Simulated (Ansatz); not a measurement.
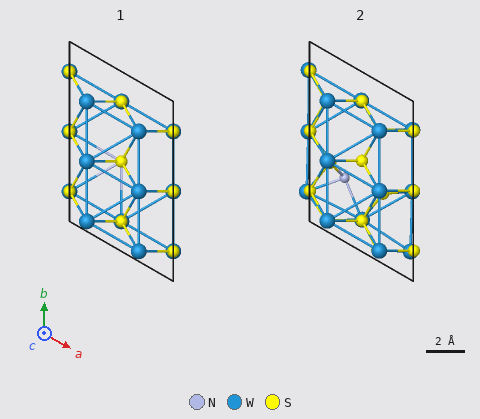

Two geometries of a defect cell of composition W11S24N (cell charge +1), drawn at one scale. One is the start of a relaxation, the other its converged end. Style: ball-and-stick. Shown: the cell of the calculation (origin shifted), along the c axis.

Computed with DFT, PBE, plane-wave PAW, default files, scalar-relativistic in Ansatz. Settings: plane-wave cutoff 420 eV; k-point mesh 4 × 3 × 2; occupations fermi dirac; smearing width 0.01 eV; no spin polarisation; atoms relaxed in a fixed cell; force threshold 0.03 eV/Å; at most 40 steps.

Q: Which one is relaxed?

A: Structure 2 is the relaxed one. After 12 geometry steps the energy has fallen by 3.481 eV per cell of the calculation. Largest force component: 0.97 eV/Å at the start, 0.0054 eV/Å at the end. The largest move is that of the N atom, 1.24 Å along [−1 −1 0]. Largest moves by element: N 1.24 Å, S 0.29 Å, W 0.15 Å. The cell doesn't change. Near-neighbour distances that change, for instance: N–S 2.411 → 3.475 Å, N–W 3.180 → 2.140 Å, N–W 3.180 → 2.406 Å, N–S 2.411 → 1.772 Å. Among the angles between lasting bonds that change: W–S–W 82.5° → 78.5°, W–S–W 82.5° → 80.0°, W–S–W 82.5° → 84.6°. Cost: 11 min on 4 threads of Arm Neoverse V1, with other jobs on the host, peak memory 3.6 GiB.

Limits of the set-up: the periodic images lie only 6.4 Å apart, so the values are limited by the cell's size; the cell is charged, on a uniform background, and energies carry no finite-size correction.
